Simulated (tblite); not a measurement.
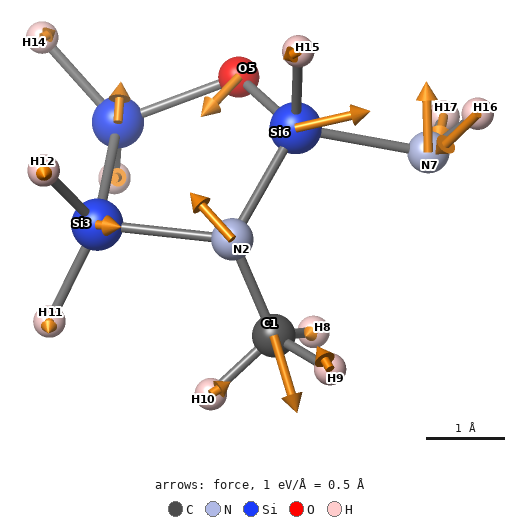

Starting geometry of CH₁₀N₂OSi₃ with the computed forces as orange arrows. Style: ball-and-stick. Shown at a tilt.

Method: GFN2-xTB geometry optimisation, gas phase (tblite). 

Question: What follows when this structure is relaxed?

Answer: It isn't relaxed: the largest force vector, on the C atom, is 2.11 eV/Å. The final displacements have little in common with the starting forces (cosine between the two patterns 0.12). The largest moves after the best rigid fit, 1.55 Å, are those of H atoms. Largest moves by element: H 1.55 Å, C 0.82 Å, Si 0.82 Å, N 0.75 Å, O 0.48 Å. Some distances before and after: N–Si 1.796 → 1.722 Å, Si–Si 2.236 → 2.300 Å, H–N 1.065 → 1.006 Å, N–Si 1.798 → 1.743 Å. Among the angles between lasting bonds that change: Si–N–Si 107.1° → 119.1°, N–Si–H 105.8° → 117.5°, Si–O–Si 112.9° → 124.3°. Groups turn about Si–Si by about 25°. After 165 geometry steps the energy has fallen by 26.4 kcal/mol.
